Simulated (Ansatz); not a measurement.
## H2O on Al(100), bridge start, 2x2 cell: work function, bands and core levels

Wanted: core-level shifts and unfolded surface bands for H2O on Al(100), bridge start, 2x2 cell.

Calculated with Ansatz 0.2.0; DFT, PBE, plane-wave PAW, default files, scalar-relativistic.

## Step 1: The starting structure

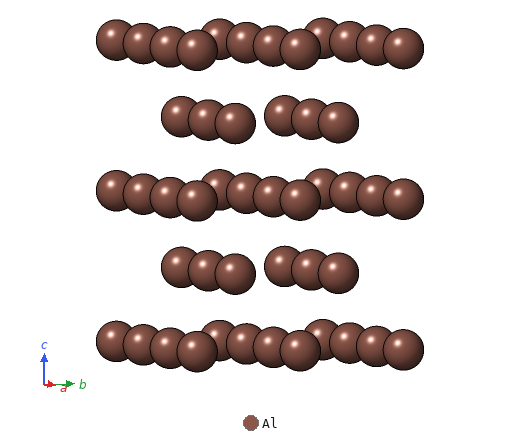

The starting structure, seen from the side, with the c axis up (aluminium brown). 3×2×1 cells are drawn. Some periodic images of atoms are drawn too.

The cell holds 5 atoms: 5 Al. Cell: a = 2.857 Å, b = 2.857 Å, c = 23.080 Å, α = 90.0°, β = 90.0°, γ = 90.0°. It derives from Al. Vacuum lies along c.

Structure file:

```cif
data_structure
_symmetry_space_group_name_H-M 'P 1'
_symmetry_Int_Tables_number 1
_cell_length_a 2.8567
_cell_length_b 2.8567
_cell_length_c 23.0800
_cell_angle_alpha 90.000
_cell_angle_beta 90.000
_cell_angle_gamma 90.000
_cell_volume 188.35
loop_
_atom_site_label
_atom_site_type_symbol
_atom_site_fract_x
_atom_site_fract_y
_atom_site_fract_z
_atom_site_occupancy
Al1 Al 0.00000 0.00000 0.67504 1
Al2 Al 0.50000 0.50000 0.58752 1
Al3 Al 0.00000 0.00000 0.50000 1
Al4 Al 0.50000 0.50000 0.41248 1
Al5 Al 0.00000 0.00000 0.32496 1
```

## Step 2: The clean face

The clean face is the reference for what the added atoms change.

Contents of input.yaml:

```yaml
crystal:
  lattice:
    - [2.856711396, 0.0, 0.0]
    - [0.0, 2.856711396, 0.0]
    - [0.0, 0.0, 23.08]
  atoms:
    - { symbol: Al, position: [0.0, 0.0, 0.675043328] }
    - { symbol: Al, position: [0.5, 0.5, 0.587521664] }
    - { symbol: Al, position: [0.0, 0.0, 0.5] }
    - { symbol: Al, position: [0.5, 0.5, 0.412478336] }
    - { symbol: Al, position: [0.0, 0.0, 0.324956672] }
kpoints:
  mp_grid: { grid: [14, 14, 1] }
scf:
  occupations: { method: fermi_dirac, width: 0.05 }
  n_extra_bands: 12
hamiltonian:
  xc: pbe
  pseudopotentials: { kind: paw }
output:
  forces: true
  write_potential: true
  volumetric_format: []
  dos:
    projected: true
    de: 0.05
    e_range: [-30, 12]
    method: { smearing: { sigma: 0.1, scheme: gaussian } }
efield:
  axis: 3
  dipole_correction: true
relax:
  f_tol: 0.03
  max_steps: 50
  constraints: [{ sites: [2, 3, 4] }]
```

Started as:

```
> ansatz run input.yaml --threads 4 --pin off --max-ram 12288MiB --backend cpu --events-out ev --progress --plain --runs-dir out
```

Numbers of over 12 decimals in the logs are rounded to 6 here.

Output:

```text
scf.n_extra_bands = 12 over 8 filled bands (N_el = 15.0): the run solves 20 bands
Engine: ansatz 0.2.0, aarch64-unknown-linux-gnu
Pseudopotentials: kind: paw
Pseudopotential: Al, paw, valence charge 3, recommended cutoff 420 eV (normal), Al.paw.azcp
Functional definition: PBE
  parameter kappa = 0.804
  parameter beta = 0.066725
  exchange = pbe_x(kappa = kappa, mu = beta*pi^2/3)
  correlation = pbe_c(beta = beta)
Crystal: 5 atoms, lattice volume = 188.351 Å³
Basis set: ecut = 420 eV, 3697 PW (Γ), exchange–correlation on 40×40×320 points (8 copies of the dense FFT grid, shifted against one another)
Bands: 20, of which v1, the nominal top of the filled ones, is band 8 counted from 1 (7 counted from 0)
Symmetry: 8 space group operations
k-points: 36 of 196
Non-local potential: Al, projectors of the file, l = 0: 2, l = 1: 2, l = 2: 1
PAW form: soft (Blöchl's): semilocal exchange-correlation on the pseudo side does not see the compensation charge
PAW one-centre angular grid: Al, 110 points (default); XC on 64 Gauss nodes
Initial density: superposition of atomic densities (neutral atoms: chi_scale 0, normalization atom), corrected by the library's trained network
Initial wavefunctions: pseudopotential atomic-orbital guess
Functional: x = pbe(κ = 0.804, μ = 0.219515), c = pbe(β = 0.066725)
SCF iter   1: F=—  HF=-2686.563468 eV  |F-HF|=—  |Δ(HF+E_count)|=         —  Δρ=1.00e-3  dr2=5.78e-3  ethr=1.77e-3  p=-0.000 e·Å  D=-1.46e-14 V/Å  ΔV_dip=0.00 eV  dr2_dipole=6.12e-7  V_vac-E_F(+/−)=4.17/4.17 eV  ⟨swp⟩=9.0  Hψ=5499  notcnv=0  defer=48
efield: sawtooth ramp at fractional position 0.9500 (placed from the atoms, in the widest stretch of the axis that holds none; the zero of the levels goes with the place), width 0.1000; the density the first Hamiltonian is built on has a dipole p = -0.000 e·Å; the dipole correction subtracts the counter field D = -1.46e-14 V/Å, which shifts the + side's vacuum level by +0.00 eV against the − side's; the planar-averaged density in the ramp window peaks in size at 1.2e-4 e/Å³
preconditioner: auto → LDOS  [metal: Δε(μ)=0.010 eV  Ē_g=8.641 eV  σ=0.050 eV  W_gap=0.05  n_scr=12 (ndim 8)  ℏωp=10.5 eV  f_vac=0.443  D(μ)=3.04/eV (n_scr^D=12)  β→1.0]
SCF iter   2: F=—  HF=-2686.563273 eV  |F-HF|=—  |Δ(HF+E_count)|=   1.95e-4  Δρ=3.86e-4  dr2=6.46e-4  ethr=3.85e-5  p=-0.000 e·Å  D=-7.08e-7 V/Å  ΔV_dip=0.00 eV  dr2_dipole=4.81e-7  V_vac-E_F(+/−)=4.29/4.29 eV  ⟨swp⟩=2.9  Hψ=1506  notcnv=0  defer=140
SCF iter   3: F=—  HF=-2686.563384 eV  |F-HF|=—  |Δ(HF+E_count)|=   1.11e-4  Δρ=1.05e-4  dr2=1.30e-4  ethr=4.31e-6  p=-0.000 e·Å  D=-2.58e-6 V/Å  ΔV_dip=0.00 eV  dr2_dipole=2.83e-8  V_vac-E_F(+/−)=4.29/4.29 eV  ⟨swp⟩=2.5  Hψ=892  notcnv=0  defer=140
iter 4 did not close the SCF: its close was put off for the readings that it lacked (scf_convergence_deferred on its scf_iter line)
SCF iter   4: F=-2686.563384 eV  HF=-2686.563380 eV  |F-HF|=4.02e-6  |Δ(HF+E_count)|=   3.75e-6  Δρ=3.29e-5  dr2=3.48e-6  ethr=8.69e-7  p=0.000 e·Å  D=7.74e-7 V/Å  ΔV_dip=-0.00 eV  dr2_dipole=1.32e-9  V_vac-E_F(+/−)=4.28/4.28 eV  ⟨swp⟩=2.3  Hψ=771  notcnv=0  defer=139
iter 5 did not close the SCF: its close was put off for the readings that it lacked (scf_convergence_deferred on its scf_iter line)
SCF iter   5: F=-2686.563385 eV  HF=-2686.563385 eV  |F-HF|=2.34e-7  |Δ(HF+E_count)|=   4.92e-6  Δρ=6.50e-6  dr2=1.37e-7  ethr=2.32e-8  p=0.000 e·Å  D=6.52e-8 V/Å  ΔV_dip=-0.00 eV  dr2_dipole=1.15e-10  V_vac-E_F(+/−)=4.28/4.28 eV  ⟨swp⟩=2.5  Hψ=993  notcnv=0  defer=139
SCF iter   6: F=-2686.563385 eV  HF=-2686.563385 eV  |F-HF|=5.95e-9  |Δ(HF+E_count)|=   2.63e-7  Δρ=1.50e-6  dr2=1.34e-8  ethr=9.15e-10  p=0.000 e·Å  D=3.15e-7 V/Å  ΔV_dip=-0.00 eV  dr2_dipole=5.74e-11  V_vac-E_F(+/−)=4.28/4.28 eV  ⟨swp⟩=13.4  Hψ=5201  notcnv=0
SCF 1 converged in 6 iterations: F = -2686.563385 eV  dr2 = 1.34e-8
  greatest PAW one-centre occupation: 0.476 electrons in one spin orbital (limit 2), on the Al atom at site 4 (counted from 0), in its partial waves of l = 0
relax step   1: F+E_penalty+E_count = -2686.56338523 eV  Δ(F+E_penalty+E_count) = +0.000e0 eV  max|allowed force component| = 7.741e-2 eV/Å  Δτ_max = 0.0000 Å  (6 SCF iters, dr2 threshold 2.25e-5 eV, accepted)
Initial density: handed on by an earlier stage of this run
Initial wavefunctions: those handed on with the density
iter 1 solved again at ethr=1.84e-4 eV; its pass at ethr=3.10e-3 eV (dr2=2.76e-2 eV) is discarded
SCF iter   1: F=—  HF=-2686.567428 eV  |F-HF|=—  |Δ(HF+E_count)|=         —  Δρ=9.74e-4  dr2=2.57e-2  ethr=1.84e-4  p=0.000 e·Å  D=3.11e-7 V/Å  ΔV_dip=-0.00 eV  dr2_dipole=6.61e-5  V_vac-E_F(+/−)=4.27/4.27 eV  ⟨swp⟩=2.0  Hψ=3077  notcnv=0  defer=165
efield: sawtooth ramp at fractional position 0.9500 (handed on by an earlier solve), width 0.1000; the density the first Hamiltonian is built on has a dipole p = 0.000 e·Å; the dipole correction subtracts the counter field D = 3.11e-7 V/Å, which shifts the + side's vacuum level by -0.00 eV against the − side's; the planar-averaged density in the ramp window peaks in size at 1.2e-6 e/Å³
preconditioner: auto → LDOS  [metal: Δε(μ)=0.017 eV  Ē_g=8.573 eV  σ=0.050 eV  W_gap=0.08  n_scr=12 (ndim 8)  ℏωp=10.5 eV  f_vac=0.437  D(μ)=3.34/eV (n_scr^D=12)  β→1.0]
SCF iter   2: F=—  HF=-2686.565453 eV  |F-HF|=—  |Δ(HF+E_count)|=   1.98e-3  Δρ=3.57e-4  dr2=1.93e-3  ethr=1.71e-4  p=0.000 e·Å  D=4.79e-4 V/Å  ΔV_dip=-0.01 eV  dr2_dipole=1.66e-4  V_vac-E_F(+/−)=4.28/4.29 eV  ⟨swp⟩=1.7  Hψ=616  notcnv=0  defer=165
SCF iter   3: F=—  HF=-2686.565228 eV  |F-HF|=—  |Δ(HF+E_count)|=   2.25e-4  Δρ=1.48e-4  dr2=2.77e-4  ethr=1.29e-5  p=0.001 e·Å  D=7.01e-4 V/Å  ΔV_dip=-0.02 eV  dr2_dipole=1.55e-5  V_vac-E_F(+/−)=4.27/4.29 eV  ⟨swp⟩=2.0  Hψ=888  notcnv=0  defer=165
SCF iter   4: F=—  HF=-2686.565211 eV  |F-HF|=—  |Δ(HF+E_count)|=   1.71e-5  Δρ=2.12e-5  dr2=3.01e-6  ethr=1.85e-6  p=0.001 e·Å  D=6.05e-4 V/Å  ΔV_dip=-0.01 eV  dr2_dipole=4.41e-8  V_vac-E_F(+/−)=4.27/4.29 eV  ⟨swp⟩=1.6  Hψ=613  notcnv=0  defer=165
SCF iter   5: F=—  HF=-2686.565542 eV  |F-HF|=—  |Δ(HF+E_count)|=   3.31e-4  Δρ=7.79e-6  dr2=4.05e-7  ethr=2.01e-8  p=0.001 e·Å  D=6.04e-4 V/Å  ΔV_dip=-0.01 eV  dr2_dipole=4.13e-8  V_vac-E_F(+/−)=4.27/4.29 eV  ⟨swp⟩=2.1  Hψ=932  notcnv=0  defer=165
SCF iter   6: F=-2686.565542 eV  HF=-2686.565542 eV  |F-HF|=7.22e-9  |Δ(HF+E_count)|=   1.48e-8  Δρ=1.95e-6  dr2=2.69e-8  ethr=6.67e-10  p=0.001 e·Å  D=6.12e-4 V/Å  ΔV_dip=-0.01 eV  dr2_dipole=1.06e-8  V_vac-E_F(+/−)=4.27/4.29 eV  ⟨swp⟩=15.1  Hψ=4861  notcnv=0
SCF 2 converged in 6 iterations: F = -2686.565542 eV  dr2 = 2.69e-8
  greatest PAW one-centre occupation: 0.477 electrons in one spin orbital (limit 2), on the Al atom at site 0 (counted from 0), in its partial waves of l = 0
relax step   2: F+E_penalty+E_count = -2686.56554158 eV  Δ(F+E_penalty+E_count) = -2.156e-3 eV  max|allowed force component| = 2.182e-2 eV/Å  Δτ_max = 0.0635 Å  (6 SCF iters, accepted)
NSCF: frozen V_eff on 36 k-points
the band table was solved once a step of the walk had ended and its energy, with any forces and stress, was formed, with the checks that follow a solve (6160 applications of the Hamiltonian). They found nothing against the state; the energy, forces and stress were not computed again (output.eigenvalues in the input reference)
WARN: The input density's exchange-correlation potential varies sharply where the density is thin. Do not read a vacuum level from v_tot or v_xc, or from such a field of the output density. On a cell that repeats whose density bears no net charge and no dipole along the vacuum's axis use v_es (v_loc + v_h of the components); under efield.dipole_correction with no amplitude use v_es + v_field, which holds any external [...]
SCF converged after 6 iterations
Free energy (F): -2686.565542 eV
Harris-Foulkes:  -2686.565542 eV  (|F-HF|=7.22e-9)
Internal energy: -2686.540505 eV  (E = F + TS)
E sigma→0 (E₀):  -2686.553023 eV
Entropy (-TS):   -0.025036 eV (-5.007 meV/atom)
Fermi energy:    1.121737 eV
Dipole field:    D = 0.000755 V/Å  (p = 0.000786 e·Å, saw-weighted, corrected)
Work function:   Φ+ = 4.2723 eV   Φ− = 4.2897 eV
Levels:          The Fermi level and band energies are counted from a zero that moves with the ramp; work functions are not
--- Per-component energies (eV) ---
  E_band       = -44.783108
  E_kinetic    = 108.490489
  E_local      = -2947.065162  (includes V_loc(G=0)·N_el)
  E_nonlocal   = 52.319272
  E_hartree    = 1450.174430
  E_xc         = -195.653782
  E_vxc        = -140.717444  (∫ρ·V_xc dr)
  E_paw        = -2336.479909  (= ΣΔE_a)
  E_vpaw       = -18.155421  (= ΣTr[D̂ρ^β])
  E_aug_tail   = -0.000011  (compensation charges beyond the density's cutoff)
  E_efield     = 0.000000  (sawtooth field / dipole correction)
  E_vefield    = -0.000208  (∫n·V_field dr)
  E_ewald      = 1181.674167
  E_smearing   = -0.025036  (= −TS)
  E_closure    = -0.000000  (closes the sum)
  Σ components = -2686.565542   (vs F -2686.565542, Δ=0.00e0)
--- Forces (eV/Å), atoms counted from 1 ---
  atom   1  Al    -0.00000000     0.00000000    -0.01418726
  atom   2  Al     0.00000000    -0.00000000     0.02182275
  atom   3  Al     0.00000000    -0.00000000     0.08292742
  atom   4  Al    -0.00000000    -0.00000000    -0.00649636
  atom   5  Al    -0.00000000    -0.00000000    -0.08409899
  max |Σ_I F_I| component: 3.24e-5 eV/Å
--- Band table (eV; the first three rows and the last of 36) ---
  k-point 0: bands = [... 4 lower, -2.8504, -0.9852, 2.0760, 4.1664, 5.0401, 6.1710, 6.3111, 6.7111, ... 8 higher]
  k-point 1: bands = [... 4 lower, -2.7607, -0.8995, 2.1603, 4.2520, 5.0173, 5.1425, 5.8641, 6.2814, ... 8 higher]
  k-point 2: bands = [... 4 lower, -2.4922, -0.6429, 2.3760, 3.0957, 3.8695, 4.5609, 5.2711, 5.4119, ... 8 higher]
  k-point 35: bands = [... 4 lower, -0.1533, -0.0682, 0.6085, 0.7750, 0.7750, 1.0606, 2.1221, 2.4564, ... 8 higher]
--- Relaxed structure (2 steps of the walk, 2 accepted, 0 SCFs on fresh bases) ---
  F+E_penalty+E_count = -2686.56554158 eV   max|allowed force component| = 2.182e-2 eV/Å
  atoms:
    - { symbol: Al, position: [4.3180432599553296e-18, 0.0, 0.677794] }
    - { symbol: Al, position: [0.5, 0.5, 0.588761] }
    - { symbol: Al, position: [0.0, 0.0, 0.500000] }
    - { symbol: Al, position: [0.5, 0.5, 0.412478] }
    - { symbol: Al, position: [0.0, 0.0, 0.324957] }
```

Run time: 6.2 s. Hardware: 4 threads of Arm Neoverse V2, shared host; peak memory 0.46 GiB; 23 s of CPU time.

Step by step:

| step | energy less that of the first step (eV) | largest force component (eV/Å) |
| --- | --- | --- |
| 1 | 0.0000 | 0.0774 |
| 2 | -0.0022 | 0.0218 |

Forces are held to the 8 operations that the run works with; a distortion that breaks them can't arise in this run.

The atoms that moved most (Å):

| atom | dx | dy | dz | length |
| --- | --- | --- | --- | --- |
| Al1 | 0.000 | 0.000 | 0.063 | 0.063 |
| Al2 | 0.000 | 0.000 | 0.029 | 0.029 |

This step gave:

```yaml
free_energy: -2686.5655 eV
energy_at_zero_smearing: -2686.5530 eV
smearing_term_ts: 0.02504 eV
fermi_energy: 1.122 eV
symmetry_operations: 8
zero_of_energy: Fermi level
share_of_occupied_states_in_no_projected_shell: 0.015 of the occupied states in the window
dos_at_the_fermi_level: 3.269 states/eV/cell
work_function_upper_face: 4.274 eV
work_function_lower_face: 4.288 eV
```

This run's widths, added to any smearing of the DOS itself: Gaussian 0.45 eV, Lorentzian 0.2 eV plus 0.05 an eV of depth. The intensity by binding energy, zero at the Fermi level; values in % of the maximum within 13 eV:

| binding energy (eV) | 21.2 eV | 100 eV | 900 eV | 1486.7 eV | 5950 eV |
| --- | --- | --- | --- | --- | --- |
| -1 | 3.79 | 3.74 | 3.79 | 3.79 | 3.80 |
| 0 | 46.1 | 48.6 | 46.4 | 45.8 | 44.9 |
| 1 | 97.0 | 98.2 | 97.1 | 96.7 | 96.3 |
| 2 | 94.5 | 94.4 | 94.3 | 94.1 | 93.8 |
| 3 | 91.7 | 84.0 | 91.3 | 92.8 | 94.7 |
| 4 | 88.8 | 77.7 | 88.2 | 90.5 | 93.5 |
| 5 | 78.6 | 69.4 | 78.2 | 80.0 | 82.3 |
| 6 | 72.4 | 63.5 | 72.1 | 73.8 | 76.1 |
| 7 | 56.0 | 48.9 | 55.9 | 57.2 | 59.0 |
| 8 | 51.5 | 43.4 | 51.4 | 53.0 | 55.1 |
| 9 | 40.5 | 32.1 | 40.4 | 42.1 | 44.4 |
| 10 | 29.6 | 20.9 | 29.6 | 31.4 | 34.0 |
| 11 | 11.0 | 7.26 | 11.0 | 11.9 | 13.0 |
| 12 | - | 2.25 | 3.05 | 3.22 | 3.46 |

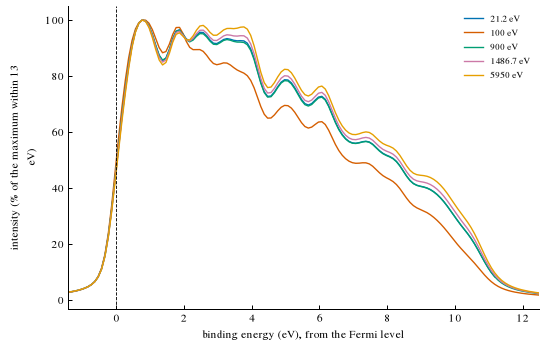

Intensity against binding energy.

The planar mean, electrostatic potential oscillates, so the rows of the table below give means over windows of 2.02 Å about each position, cut where the curve ends. Its maxima inside the range that stand out by 2 % of the span (Å: eV): 8.5: -2.07, 10.5: -2.07, 12.5: -1.86, 14.6: -1.86. Its minima: 7.5: -5.87, 9.5: -6.07, 11.5: -6.08, 13.6: -6.05, 15.6: -5.87.

From the Fermi level. Planar mean, electrostatic potential against z; means over each step:

| z (Å) | planar mean, electrostatic potential (eV) |
| --- | --- |
| 1.01 | 4.29 |
| 3.03 | 4.29 |
| 5.05 | 4.03 |
| 7.07 | -3.08 |
| 9.09 | -4.63 |
| 11.11 | -4.64 |
| 13.13 | -4.53 |
| 15.15 | -4.38 |
| 17.17 | 2.00 |
| 19.19 | 4.26 |
| 21.21 | 4.27 |

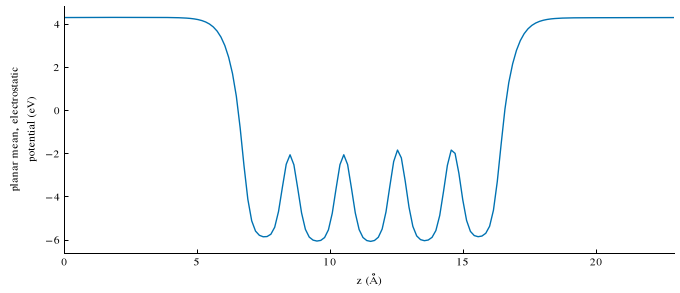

Planar mean, electrostatic potential, plotted against z.

The spectra weight each projected shell by its atomic cross section (Dirac–Hartree–Slater) and angular factor, for linear light with the analyser at 10° from the polarisation. Broadening, on top of any smearing of the DOS itself: a Gaussian of 0.45 eV and a Lorentzian of 0.2 eV plus 0.05 times the binding energy (full widths), Fermi edge at 300 K. Each atom is damped by exp[−depth/(λ cos θ)], θ = 0° from the normal, λ from the universal curve. Curves are cut 10 eV under the photon energy, above any shell that the free atom's threshold puts out of reach, or at the lower edge of the window: 11.2 eV at 21.2 eV, 12.5 eV at 100 eV, 12.5 eV at 900 eV, 12.5 eV at 1486.7 eV and 12.5 eV at 5950 eV. Dipole terms alone, which is rough above 3 keV; no background, satellites or final-state effects.

How the area divides among the shells (%):

| shell | 21.2 eV | 100 eV | 900 eV | 1486.7 eV | 5950 eV |
| --- | --- | --- | --- | --- | --- |
| Al 3s | 81.0 | 44.2 | 79.5 | 87.2 | 97.2 |
| Al 3p | 19.0 | 55.8 | 20.5 | 12.8 | 2.8 |

At the Fermi level the DOS is 3.27 states/eV a cell, and on the broadened curves Al 3p holds 72 % of the total there.

(Continued in part 2 of 4.)

[Logs are printed without paths, hosts, clocks, repeated set-up lines and the standing remarks that a program may print on its own settings, such as how far it seeks lower states.]

[Hosts, paths, dates, database ids (printed as entryN), source tags and the programs' standing remarks are cut or masked in the printed files.]

[Maps of the electrostatic potential energy from Ansatz leave out the sawtooth potential of an applied field or a dipole correction, so their vacuum need not be flat; work functions include it.]
